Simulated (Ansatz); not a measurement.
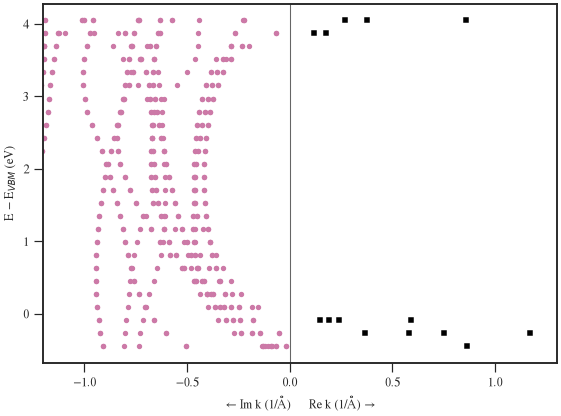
Figure. Complex bands at the centre of the two-dimensional zone; PBEsol (Ansatz, a first-principles code)

No gap correction and no spin-orbit coupling; mid-gap values are interpolated between computed energies.

Task: This is LiTaO3 (R3c, 10 atoms a cell, 10.5 Å³ an atom) along the normal of (110). Read off the slowest decay at the centre of the two-dimensional zone at 1.89 eV, the computed energy nearest the middle of the gap.

Result: κ ≈ 0.42 1/Å, a decay length 1/(2κ) of the density of 1.2 Å.
